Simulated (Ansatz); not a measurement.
Given this structure, the input geometry of an electronic-structure calculation (not necessarily at equilibrium); the starting structure was generated, so it need not be a known form of this composition, written in its standard cell:

```
CELL_PARAMETERS angstrom
5.74302 0.00000 0.00000
0.00000 5.74302 0.00000
0.00000 0.00000 5.74302
ATOMIC_POSITIONS crystal
Ta 0.50000 0.00000 0.00000
Bi 0.00000 0.00000 0.00000
Ta 0.50000 0.50000 0.50000
Bi 0.00000 0.50000 0.50000
Ta 0.00000 0.00000 0.50000
Bi 0.50000 0.00000 0.50000
Ta 0.00000 0.50000 0.00000
Bi 0.50000 0.50000 0.00000
```

What does the kinematic electron diffraction pattern along [110] look like at 120 kV (B = 0.8 Å²)?

The spots form a centred rectangular net with both shortest vectors at d = 3.32 Å, 70.5° apart. They are -1 1 -1 (weak) and -1 1 1 (weak). The pattern has symmetry 2mm. The lattice centring (F) removes all reflections that break h + k = 2n, h + l = 2n.

Strongest reflections with d > 1.01 Å, one of each family (|F|² from tabulated Gaussian fits of the electron scattering factors, times a small damping for the curvature of the Ewald sphere):

```csv
hkl,d (Å),I (strongest = 100)
0 0 2,2.872,100
2 -2 0,2.030,57
2 -2 2,1.658,38
0 0 4,1.436,27
2 -2 4,1.172,16
4 -4 0,1.015,11
```

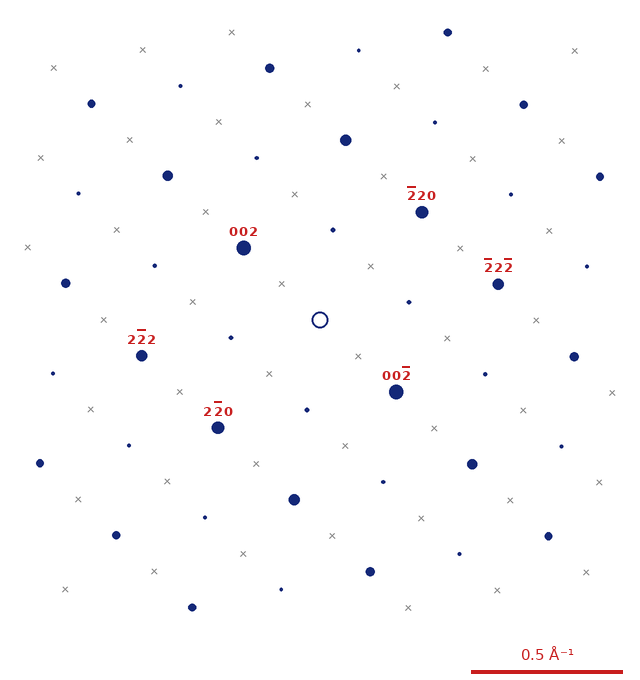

Calculated pattern, seen from the source side with [110] pointing towards the source; crosses mark the places of extinct reflections.
